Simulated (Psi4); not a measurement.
Reaction (SMILES): ClCl (Cl2) + [H][H] (H2) → 2 Cl (HCl)
B3LYP-D3(BJ)/def2-TZVP geometries, fixed; electronic energies without zero-point terms.

Basis-set convergence of the energy of full hydrogenation at MP2 with Psi4. Cartesian d functions, on some or all atoms, in 6-31G**; all else is spherical. Density fitting with the program's default auxiliary sets. Cores are frozen. Psi4's default fitting sets serve the pcseg sets less well. No added dispersion term, no relativity. Functions are those of the species that has most. Reference: Hartree-Fock in aug-cc-pV(5+d)Z plus the correlation part extrapolated as X^-3 from aug-cc-pV(Q+d)Z and aug-cc-pV(5+d)Z, -47.07 kcal/mol, itself unsure by roughly 0.18 kcal/mol (a third of the extrapolation step and of the last Hartree-Fock step). Deviations are taken from unrounded values.

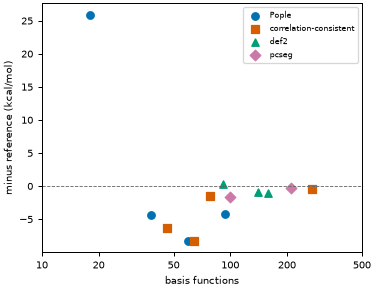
Figure. Deviation from the reference against the number of basis functions, by family of sets.

| basis | functions | energy of full hydrogenation (kcal/mol) | minus reference (kcal/mol) |
|---|---|---|---|
| STO-3G | 18 | -21.15 | 25.92 |
| 6-31G** | 38 | -51.48 | -4.41 |
| cc-pV(D+d)Z | 46 | -53.48 | -6.42 |
| 6-311+G** | 60 | -55.31 | -8.25 |
| aug-cc-pV(D+d)Z | 64 | -55.34 | -8.27 |
| cc-pV(T+d)Z | 78 | -48.55 | -1.48 |
| def2-TZVPD | 92 | -46.73 | 0.33 |
| 6-311++G(3df,3pd) | 94 | -51.23 | -4.16 |
| aug-pcseg-2 | 100 | -48.79 | -1.72 |
| def2-QZVPP | 140 | -47.94 | -0.87 |
| def2-QZVPPD | 158 | -48.04 | -0.98 |
| pcseg-4 | 210 | -47.40 | -0.33 |
| aug-cc-pV(5+d)Z | 272 | -47.48 | -0.42 |
